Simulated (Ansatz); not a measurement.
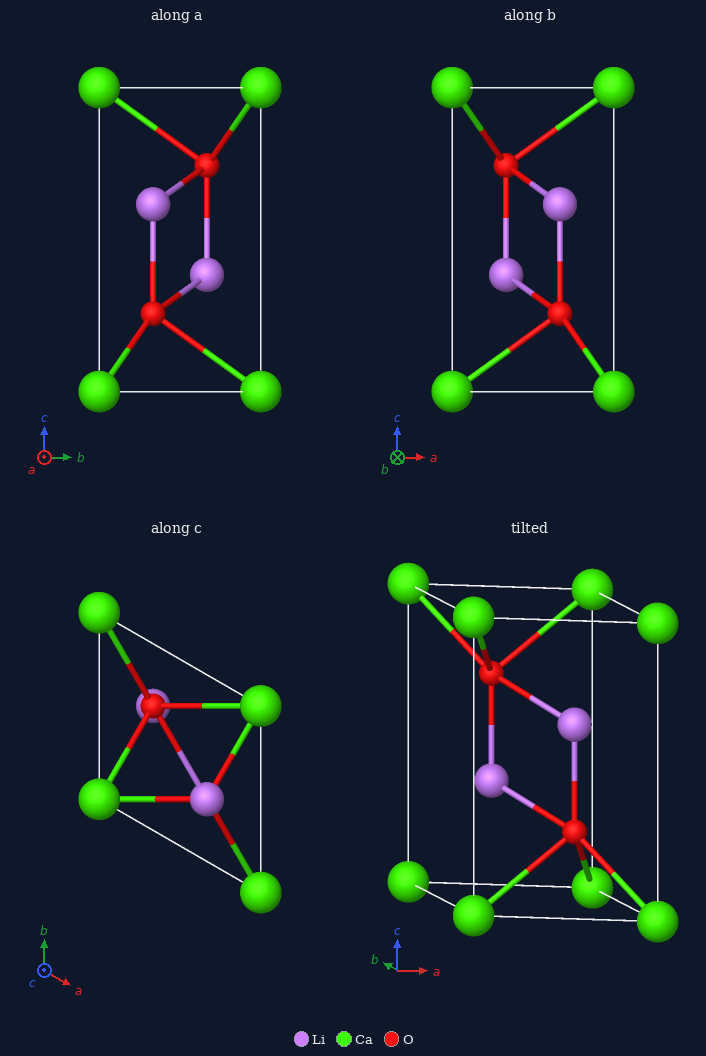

Ball-and-stick representation of a periodic structure, projected along the a axis, along the b axis, along the c axis and slightly off an axis. One conventional unit cell is framed, with atoms on its boundary repeated.

Lattice parameters: a = 3.360 Å, b = 3.360 Å, c = 5.472 Å, α = 90.00°, β = 90.00°, γ = 120.00°. Put a along x and b in the xy plane.

### Reconstruct the structure as a POSCAR file, with free fractional coordinates to two decimals.

```
Li Ca O
1.0
     3.360    0.000    0.000
    -1.680    2.910    0.000
     0.000    0.000    5.472
Li Ca O
2 1 2
Direct
  0.3333 0.6667 0.38
  0.6667 0.3333 0.62
  0.00 0.00 0.00
  0.3333 0.6667 0.74
  0.6667 0.3333 0.26
```

The starting point was a structure type filled with these elements by a generator (whether the compound takes this form wasn't checked). Earlier steps of the study may have refined or changed the cell and positions. Ansatz was used for an electronic-structure calculation on it.
